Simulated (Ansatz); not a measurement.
**BFH₂S: an energy map over bond length B2–S3 and dihedral F1–B2–S3–H5**

Aim: map the energy of BFH₂S, SMILES FBS over two coordinates, and find its wells, ridges and stiffness.

Program: Ansatz 0.2.0. Level of theory: RHF-MP2, frozen core/def2-TZVP. These are calculated values, not measurements.

**1. Starting geometry**

SMILES `FBS`, 5 atoms, charge 0, spin multiplicity 1.

Atoms are counted from 1 here; the program's logs count them from 0.

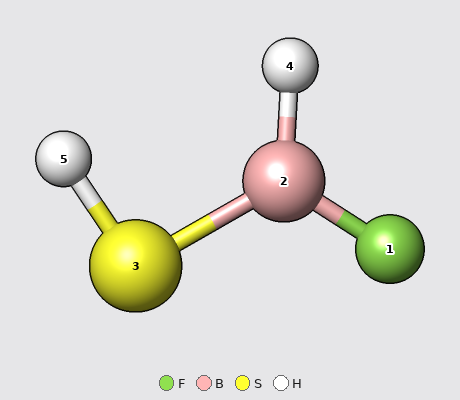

Start geometry, drawn with fluorine green, boron pink, sulfur yellow, hydrogen white; atoms are numbered from 1 in the order of the file.

Geometry (Å):

```mol
BFH2S
  3D, bonds by distance, orders not assigned

  5  4  0  0  0  0  0  0  0  0999 V2000
   -1.1276   -0.9127   -1.0793 F   0  0
   -0.4136   -0.3399   -0.1097 B   0  0
    0.9801    0.7044   -0.5904 S   0  0
   -0.7194   -0.5360    1.0493 H   0  0
    1.3303    1.0106    0.6887 H   0  0
  1  2  8  0
  2  3  8  0
  2  4  8  0
  3  5  8  0
M  END
```

This geometry comes from a loose relaxation at PBE in a small basis, which is not shown.

**2. Geometry optimisation**

The input, input.yaml:

```yaml
crystal:
  periodic: [false, false, false]
  atoms:
    - { symbol: F, position_ang: [-1.127599, -0.91273, -1.079307] }
    - { symbol: B, position_ang: [-0.413607, -0.339854, -0.10972] }
    - { symbol: S, position_ang: [0.980146, 0.704434, -0.590448] }
    - { symbol: H, position_ang: [-0.719385, -0.536019, 1.049332] }
    - { symbol: H, position_ang: [1.330344, 1.01057, 0.688743] }
basis:
  gaussian: { orbitals: def2-TZVP }
hamiltonian:
  xc: hf
output:
  forces: true
correlation:
  method: mp2
relax:
  f_tol: 0.003
  max_steps: 120
```

Launch:

```bash
ansatz run input.yaml --threads 1 --pin off --max-ram 2560MiB --backend cpu --events-out ev --progress --plain --runs-dir out
```

What it wrote, shortened:

```text
Warning: RAYON_NUM_THREADS=1 ignored (pool sized by the plan → 1); use --threads N
[...]
Functional definition: HF
[...]
794 factors; integrals over basis functions are off by at most 2.5e-4 eV
[...]
mean field -14230.64470302 eV, -522.9665469587 hartree, gradient 1.8e-6 eV, S^2 0.000000; 0 other end points of the search recorded, 0 dependent functions left out
7 core orbitals not correlated: weight in the atoms' cores, before any rotation towards them, 1.000 or more for the frozen orbitals, at most 0.000 for the correlated occupied ones
reference -14230.64470302 eV, -522.9665469587 hartree; 9, 9 occupied and 95, 95 virtual orbitals, 794 factors
second order -14.08463644 eV of doubles, -0.00000000 eV of singles
[...]
relax step   1: F+E_penalty+E_count = -14244.72933946 eV  Δ(F+E_penalty+E_count) = +0.000e0 eV  max|allowed force component| = 6.428e-1 eV/Å  Δτ_max = 0.0000 Å  (40 SCF iters, accepted)
[...]
relax step   3: F+E_penalty+E_count = -14244.74665664 eV  Δ(F+E_penalty+E_count) = -1.753e-3 eV  max|allowed force component| = 2.439e-2 eV/Å  Δτ_max = 0.0059 Å  (36 SCF iters, accepted)
[...]
relax step   4: F+E_penalty+E_count = -14244.74668279 eV  Δ(F+E_penalty+E_count) = -2.615e-5 eV  max|allowed force component| = 2.506e-3 eV/Å  Δτ_max = 0.0015 Å  (29 SCF iters, accepted)
[...]
794 factors; integrals over basis functions are off by at most 2.4e-4 eV
mean field -14230.67452703 eV, -522.9676429709 hartree, gradient 2.1e-6 eV, S^2 0.000000; 1 other end points of the search recorded, 0 dependent functions left out
7 core orbitals not correlated: weight in the atoms' cores, before any rotation towards them, 1.000 or more for the frozen orbitals, at most 0.000 for the correlated occupied ones
reference -14230.67452703 eV, -522.9676429709 hartree; 9, 9 occupied and 95, 95 virtual orbitals, 794 factors
second order -14.07215576 eV of doubles, -0.00000000 eV of singles
[...]
Total energy: -14244.74668279 eV, -523.4847851564 hartree
Atom 0 at    -1.122638    -0.908621    -1.069357 Å, force    -0.000881    -0.000950    -0.002140 eV/Å
Atom 1 at    -0.410674    -0.337460    -0.104413 Å, force    -0.001431    -0.000768     0.002506 eV/Å
Atom 2 at     0.975940     0.701422    -0.578888 Å, force     0.000943     0.000898     0.000853 eV/Å
Atom 3 at    -0.708221    -0.528060     1.031720 Å, force     0.000432     0.000338    -0.000507 eV/Å
Atom 4 at     1.315492     0.999120     0.679538 Å, force     0.000938     0.000482    -0.000712 eV/Å
Dipole moment:     0.131815     0.109663     0.302864 e Å
Checks for a lower state left out: cluster_reference
```

Wall time 29 s (1 thread of Arm Neoverse N1, shared host); peak memory 0.21 GiB.

The steps of the relaxation:

```
step  energy from step 1 (eV)  largest force component (eV/Å)
   1                   0.0000                          0.6428
   2                  -0.0156                          0.2589
   3                  -0.0173                          0.0244
   4                  -0.0173                          0.0025
```

Close pairs (by a distance rule), those that changed most:

```
 bond  before (Å)  after (Å)  change (Å)
B2–H4       1.215      1.190      -0.025
S3–H5       1.361      1.337      -0.024
B2–S3       1.807      1.796      -0.010
F1–B2       1.333      1.328      -0.005
```

**3. The grid**

The axes are (1) bond length B2–S3: 15 values from 1.509 to 2.335 Å; (2) dihedral F1–B2–S3–H5: 15 values from −180 to 156 °, periodic.

Nothing else is relaxed (all other coordinates rigid). Energies count from the relaxed molecule at the same level.

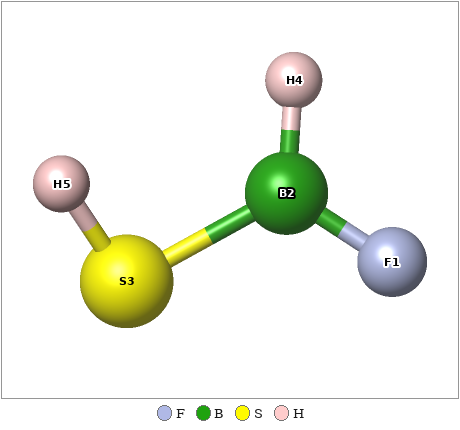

The geometry at bond length B2–S3 = 1.922 Å, dihedral F1–B2–S3–H5 = 156°.

Below, 2 of the grid's runs; all are launched alike.

**4. The run at bond length B2–S3 = 1.922 Å, dihedral F1–B2–S3–H5 = 156°**

The input, input.yaml:

```yaml
crystal:
  periodic: [false, false, false]
  atoms:
    - { symbol: F, position_ang: [-1.122638, -0.908621, -1.069357] }
    - { symbol: B, position_ang: [-0.410674, -0.33746, -0.104413] }
    - { symbol: S, position_ang: [1.072878, 0.77405, -0.612058] }
    - { symbol: H, position_ang: [-0.708221, -0.52806, 1.03172] }
    - { symbol: H, position_ang: [1.062072, 1.482474, 0.521773] }
basis:
  gaussian: { orbitals: def2-TZVP }
hamiltonian:
  xc: hf
output:
  forces: true
correlation:
  method: mp2
```

Launch:

```bash
ansatz run input.yaml --threads 1 --pin off --max-ram 2560MiB --backend cpu --events-out ev --progress --plain --runs-dir out
```

What it wrote, shortened:

```text
Warning: RAYON_NUM_THREADS=1 ignored (pool sized by the plan → 1); use --threads N
[...]
Functional definition: HF
[...]
728 factors; integrals over basis functions are off by at most 1.0e-3 eV
[...]
mean field -14230.47853310 eV, -522.9604403266 hartree, gradient 1.0e-5 eV, S^2 0.000000; 0 other end points of the search recorded, 0 dependent functions left out
7 core orbitals not correlated: weight in the atoms' cores, before any rotation towards them, 1.000 or more for the frozen orbitals, at most 0.000 for the correlated occupied ones
reference -14230.47853310 eV, -522.9604403266 hartree; 9, 9 occupied and 95, 95 virtual orbitals, 728 factors
second order -14.05252612 eV of doubles, -0.00000000 eV of singles
[...]
Total energy: -14244.53105921 eV, -523.4768611362 hartree
Atom 0 at    -1.122638    -0.908621    -1.069357 Å, force     0.421257     0.079575     0.257174 eV/Å
Atom 1 at    -0.410674    -0.337460    -0.104413 Å, force     1.071664     1.002540    -0.690370 eV/Å
Atom 2 at     1.072878     0.774050    -0.612058 Å, force    -1.600995    -1.015720     0.304081 eV/Å
Atom 3 at    -0.708221    -0.528060     1.031720 Å, force     0.030987     0.126776    -0.017821 eV/Å
Atom 4 at     1.062072     1.482474     0.521773 Å, force     0.077087    -0.193170     0.146936 eV/Å
Dipole moment:     0.008658     0.092913     0.308246 e Å
```

It took 4.5 s on 1 thread of Arm Neoverse N1, shared host; peak memory 0.18 GiB.

On the map this point reads 5.0 kcal/mol.

**5. The run at bond length B2–S3 = 1.804 Å, dihedral F1–B2–S3–H5 = −180°**

The input, input.yaml:

```yaml
crystal:
  periodic: [false, false, false]
  atoms:
    - { symbol: F, position_ang: [-1.122638, -0.908621, -1.069357] }
    - { symbol: B, position_ang: [-0.410674, -0.33746, -0.104413] }
    - { symbol: S, position_ang: [0.981796, 0.70581, -0.580892] }
    - { symbol: H, position_ang: [-0.708221, -0.52806, 1.03172] }
    - { symbol: H, position_ang: [1.321527, 1.003273, 0.677541] }
basis:
  gaussian: { orbitals: def2-TZVP }
hamiltonian:
  xc: hf
output:
  forces: true
correlation:
  method: mp2
```

Launch:

```bash
ansatz run input.yaml --threads 1 --pin off --max-ram 2560MiB --backend cpu --events-out ev --progress --plain --runs-dir out
```

What it wrote, shortened:

```text
Warning: RAYON_NUM_THREADS=1 ignored (pool sized by the plan → 1); use --threads N
[...]
Functional definition: HF
[...]
727 factors; integrals over basis functions are off by at most 9.9e-4 eV
[...]
mean field -14230.67536319 eV, -522.9676736990 hartree, gradient 7.7e-6 eV, S^2 0.000000; 0 other end points of the search recorded, 0 dependent functions left out
7 core orbitals not correlated: weight in the atoms' cores, before any rotation towards them, 1.000 or more for the frozen orbitals, at most 0.000 for the correlated occupied ones
reference -14230.67536319 eV, -522.9676736990 hartree; 9, 9 occupied and 95, 95 virtual orbitals, 727 factors
second order -14.07065995 eV of doubles, -0.00000000 eV of singles
[...]
Total energy: -14244.74602314 eV, -523.4847609148 hartree
Atom 0 at    -1.122638    -0.908621    -1.069357 Å, force     0.018538     0.014412     0.011542 eV/Å
Atom 1 at    -0.410674    -0.337460    -0.104413 Å, force     0.103799     0.077453    -0.049335 eV/Å
Atom 2 at     0.981796     0.705810    -0.580892 Å, force    -0.125861    -0.094507     0.037522 eV/Å
Atom 3 at    -0.708221    -0.528060     1.031720 Å, force     0.006667     0.004975    -0.001330 eV/Å
Atom 4 at     1.321527     1.003273     0.677541 Å, force    -0.003142    -0.002332     0.001601 eV/Å
Dipole moment:     0.127478     0.106357     0.303828 e Å
```

Wall time 4.5 s (1 thread of Arm Neoverse N1, shared host); peak memory 0.18 GiB.

On the map this point reads 0.015 kcal/mol.

**6. The map**

120 points were computed, 105 more follow by symmetry. Energies in kcal/mol, from the relaxed molecule at the same level:

```csv
"dihedral F1–B2–S3–H5 (°) ↓, bond length B2–S3 (Å) →",1.509,1.568,1.627,1.686,1.745,1.804,1.863,1.922,1.981,2.040,2.099,2.158,2.217,2.276,2.335
156,38.1,22.8,12.5,6.2,2.9,2.0,2.8,5.0,8.1,12.0,16.5,21.3,26.3,31.4,36.7
132,46.7,30.5,19.5,12.5,8.5,7.0,7.3,8.9,11.6,15.1,19.2,23.7,28.4,33.3,38.3
108,56.1,38.9,26.9,19.0,14.3,12.1,11.8,12.9,15.1,18.2,21.9,26.0,30.5,35.1,39.9
84,58.9,41.3,29.1,20.9,16.0,13.5,13.0,14.0,16.1,19.0,22.6,26.6,31.0,35.5,40.2
60,52.1,35.4,23.8,16.3,11.9,10.0,9.9,11.2,13.7,16.9,20.7,25.0,29.6,34.3,39.2
36,42.2,26.6,16.0,9.3,5.7,4.5,5.0,6.9,9.8,13.5,17.8,22.4,27.3,32.3,37.4
12,35.9,20.8,10.7,4.6,1.5,0.7,1.6,3.9,7.1,11.1,15.6,20.5,25.6,30.8,36.1
−12,35.9,20.8,10.7,4.6,1.5,0.7,1.6,3.9,7.1,11.1,15.6,20.5,25.6,30.8,36.1
−36,42.2,26.6,16.0,9.3,5.7,4.5,5.0,6.9,9.8,13.5,17.8,22.4,27.3,32.3,37.4
−60,52.1,35.4,23.8,16.3,11.9,10.0,9.9,11.2,13.7,16.9,20.7,25.0,29.6,34.3,39.2
−84,58.9,41.3,29.1,20.9,16.0,13.5,13.0,14.0,16.1,19.0,22.6,26.6,31.0,35.5,40.2
−108,56.1,38.9,26.9,19.0,14.3,12.1,11.8,12.9,15.1,18.2,21.9,26.0,30.5,35.1,39.9
−132,46.7,30.5,19.5,12.5,8.5,7.0,7.3,8.9,11.6,15.1,19.2,23.7,28.4,33.3,38.3
−156,38.1,22.8,12.5,6.2,2.9,2.0,2.8,5.0,8.1,12.0,16.5,21.3,26.3,31.4,36.7
−180,34.8,19.8,9.8,3.8,0.7,0.0,1.0,3.4,6.7,10.8,15.3,20.3,25.4,30.7,36.0
```

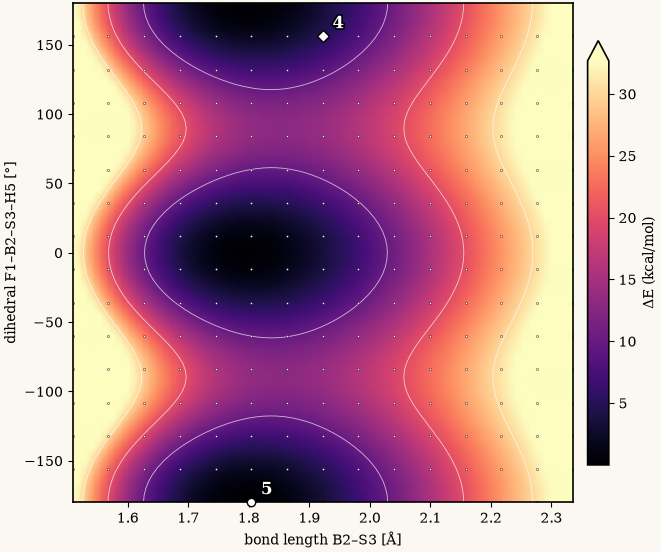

The map; numbers mark the steps of this session that print a point's run. In the figure: a smooth colour map, dots at the grid points, one colour for all values above the top of the scale. Between grid points the surface is interpolated.

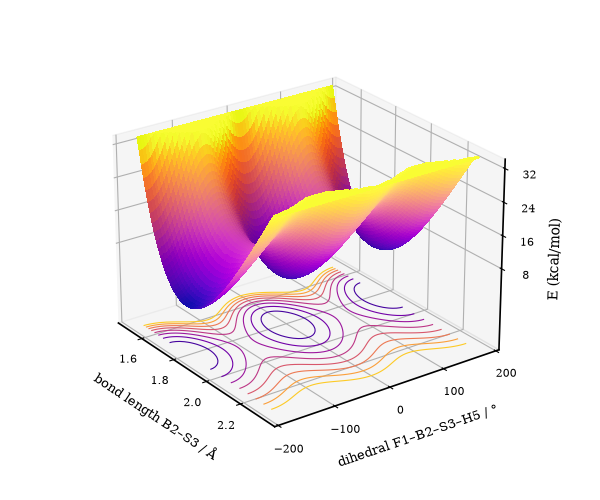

The same map in relief. The picture shows a relief with its contours projected below, any walls above the top of the colour scale cut off. Between grid points the surface is interpolated.

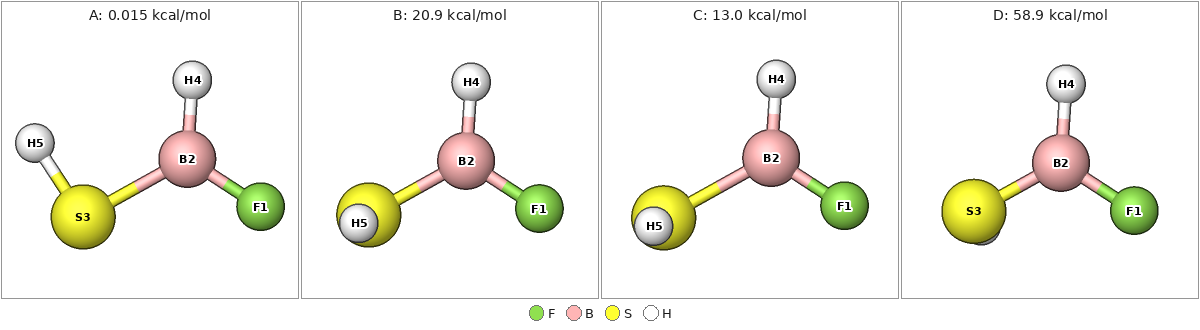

Structures on the grid, at one scale: A at bond length B2–S3 = 1.804 Å, dihedral F1–B2–S3–H5 = −180°; B at bond length B2–S3 = 1.686 Å, dihedral F1–B2–S3–H5 = 84°; C at bond length B2–S3 = 1.863 Å, dihedral F1–B2–S3–H5 = 84°; D at bond length B2–S3 = 1.509 Å, dihedral F1–B2–S3–H5 = −84°.

The largest force on an atom (eV/Å) at each point:

| dihedral F1–B2–S3–H5 (°) ↓, bond length B2–S3 (Å) → | 1.509 | 1.568 | 1.627 | 1.686 | 1.745 | 1.804 | 1.863 | 1.922 | 1.981 | 2.040 | 2.099 | 2.158 | 2.217 | 2.276 | 2.335 |
| --- | --- | --- | --- | --- | --- | --- | --- | --- | --- | --- | --- | --- | --- | --- | --- |
| 156 | 13.2 | 9.1 | 5.9 | 3.4 | 1.5 | 0.3 | 1.1 | 1.9 | 2.5 | 3.0 | 3.3 | 3.5 | 3.6 | 3.6 | 3.7 |
| 132 | 14.0 | 9.8 | 6.5 | 4.0 | 2.0 | 0.6 | 0.8 | 1.6 | 2.2 | 2.7 | 3.0 | 3.2 | 3.4 | 3.5 | 3.5 |
| 108 | 15.0 | 10.7 | 7.3 | 4.7 | 2.6 | 1.1 | 0.6 | 1.2 | 1.8 | 2.3 | 2.7 | 3.0 | 3.2 | 3.3 | 3.3 |
| 84 | 15.3 | 10.9 | 7.5 | 4.9 | 2.8 | 1.2 | 0.6 | 1.1 | 1.7 | 2.3 | 2.6 | 2.9 | 3.1 | 3.2 | 3.3 |
| 60 | 14.5 | 10.2 | 6.9 | 4.4 | 2.4 | 1.0 | 0.7 | 1.4 | 2.0 | 2.5 | 2.9 | 3.1 | 3.3 | 3.4 | 3.4 |
| 36 | 13.5 | 9.4 | 6.2 | 3.7 | 1.8 | 0.6 | 1.0 | 1.8 | 2.4 | 2.8 | 3.2 | 3.4 | 3.5 | 3.6 | 3.6 |
| 12 | 13.0 | 8.9 | 5.7 | 3.2 | 1.4 | 0.4 | 1.2 | 2.0 | 2.6 | 3.1 | 3.3 | 3.5 | 3.7 | 3.7 | 3.7 |
| −12 | 13.0 | 8.9 | 5.7 | 3.2 | 1.4 | 0.4 | 1.2 | 2.0 | 2.6 | 3.1 | 3.3 | 3.5 | 3.7 | 3.7 | 3.7 |
| −36 | 13.5 | 9.4 | 6.2 | 3.7 | 1.8 | 0.6 | 1.0 | 1.8 | 2.4 | 2.8 | 3.2 | 3.4 | 3.5 | 3.6 | 3.6 |
| −60 | 14.5 | 10.2 | 6.9 | 4.4 | 2.4 | 1.0 | 0.7 | 1.4 | 2.0 | 2.5 | 2.9 | 3.1 | 3.3 | 3.4 | 3.4 |
| −84 | 15.3 | 10.9 | 7.5 | 4.9 | 2.8 | 1.2 | 0.6 | 1.1 | 1.7 | 2.3 | 2.6 | 2.9 | 3.1 | 3.2 | 3.3 |
| −108 | 15.0 | 10.7 | 7.3 | 4.7 | 2.6 | 1.1 | 0.6 | 1.2 | 1.8 | 2.3 | 2.7 | 3.0 | 3.2 | 3.3 | 3.3 |
| −132 | 14.0 | 9.8 | 6.5 | 4.0 | 2.0 | 0.6 | 0.8 | 1.6 | 2.2 | 2.7 | 3.0 | 3.2 | 3.4 | 3.5 | 3.5 |
| −156 | 13.2 | 9.1 | 5.9 | 3.4 | 1.5 | 0.3 | 1.1 | 1.9 | 2.5 | 3.0 | 3.3 | 3.5 | 3.6 | 3.6 | 3.7 |
| −180 | 12.9 | 8.8 | 5.6 | 3.2 | 1.3 | 0.2 | 1.2 | 2.1 | 2.6 | 3.1 | 3.4 | 3.6 | 3.7 | 3.7 | 3.7 |

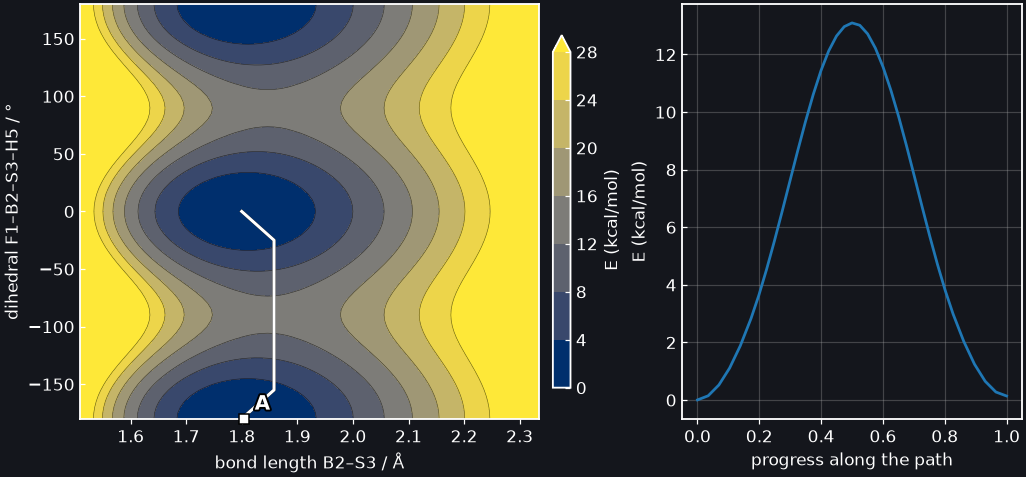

The easiest path on the interpolated surface, from A. In the figure: filled contours, a line along the lowest path, one colour for all values above the top of the scale, the energy along the path at the right. Between grid points the surface is interpolated.

**7. What came out**

| quantity | value |
| --- | --- |
| lowest point | bond length B2–S3 = 1.804 Å, dihedral F1–B2–S3–H5 = −180°, 0.015 kcal/mol |
| highest computed point | bond length B2–S3 = 1.509 Å, dihedral F1–B2–S3–H5 = −84°, 58.9 kcal/mol above the lowest |
| largest force on an atom (eV/Å) | 0.2 at bond length B2–S3 = 1.804 Å, dihedral F1–B2–S3–H5 = −180° to 15.3 at bond length B2–S3 = 1.509 Å, dihedral F1–B2–S3–H5 = −84°; 0.2 at the lowest point |
| time for the whole task | 10 min on 1 thread, shared host |

The lowest computed point is at bond length B2–S3 = 1.804 Å, dihedral F1–B2–S3–H5 = −180°, 0.015 kcal/mol from the relaxed molecule at the same level; the map holds 2 wells of about this depth. The grid is coarse, so the lowest point of the scanned range may lie between grid points; coordinates that were held can hide deeper minima. The grid shows no well of another kind. The highest computed point, bond length B2–S3 = 1.509 Å, dihedral F1–B2–S3–H5 = −84°, lies 58.9 kcal/mol above the lowest. On the interpolated surface the easiest way out of the lowest well to the well at bond length B2–S3 = 1.804 Å, dihedral F1–B2–S3–H5 = −12° passes a barrier of about 13 kcal/mol. Round the minimum the two coordinates are nearly uncoupled.
